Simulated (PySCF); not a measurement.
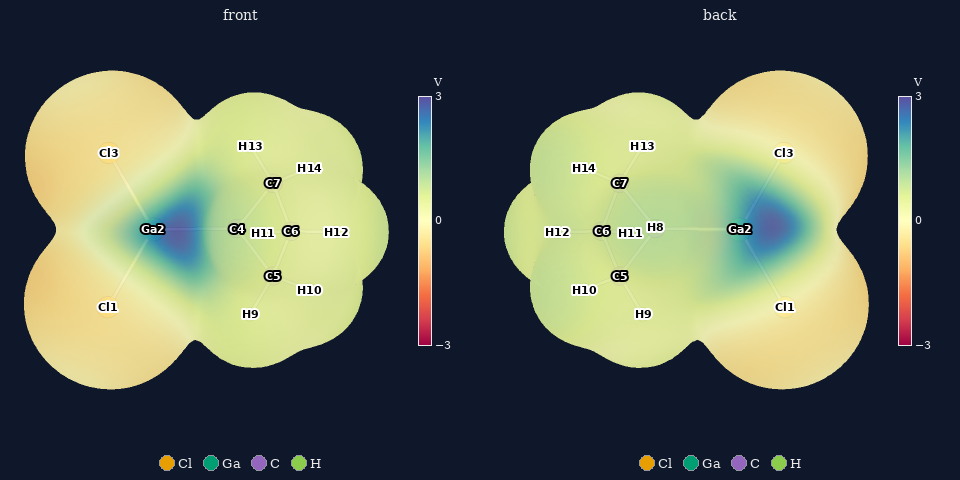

Figure. C$_{4}$H$_{7}$Cl$_{2}$Ga (SMILES [Cl][Ga]([Cl])[CH]1CCC1). The molecular electrostatic potential painted on the density surface at 0.002 e/bohr³, seen from the front and from behind; red is negative and blue positive.

Geometry: GFN2-xTB.

Level of theory: B3LYP/def2-SVPD, SCF density, gas phase in PySCF.

```xyz
14

Cl    2.9785    1.9024    0.5703
Ga    2.0151    0.0347    0.3823
Cl    2.7404   -1.5030    1.6327
C     0.3965   -0.2499   -0.8942
C    -0.5518    0.9545   -0.8146
C    -1.3252    0.2077    0.2774
C    -0.6780   -1.0973   -0.1989
H     0.7119   -0.5683   -1.8920
H    -0.1224    1.9231   -0.5441
H    -1.1365    1.0689   -1.7272
H    -0.9663    0.4846    1.2750
H    -2.4110    0.2674    0.2508
H    -0.3509   -1.7977    0.5746
H    -1.3009   -1.6277   -0.9193
```

Q: Which sites attract a positive test charge, and which a negative one?

A: A positive charge is drawn to the negative regions and a negative charge to the positive ones. The most negative region (about −0.7 V, or −16 kcal/mol for a unit charge) lies over Cl1 and Cl3, the most positive (about +2.7 V, or +62 kcal/mol for a unit charge) over Ga2.

Q: What dipole moment does the calculation give?

A: Its dipole moment is 2.96 D.
